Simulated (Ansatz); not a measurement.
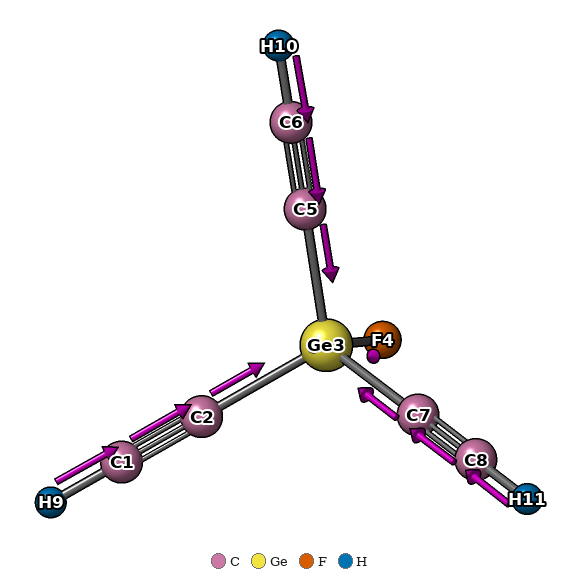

The arrows show one normal mode. Harmonic vibrations computed with RKS PBE0-D4/def2-TZVP (Ansatz 0.2.0) at a stationary point of the same level.

### Estimate its harmonic wavenumber.

504 cm⁻¹; it is mode 12 of 27 counted from the lowest.
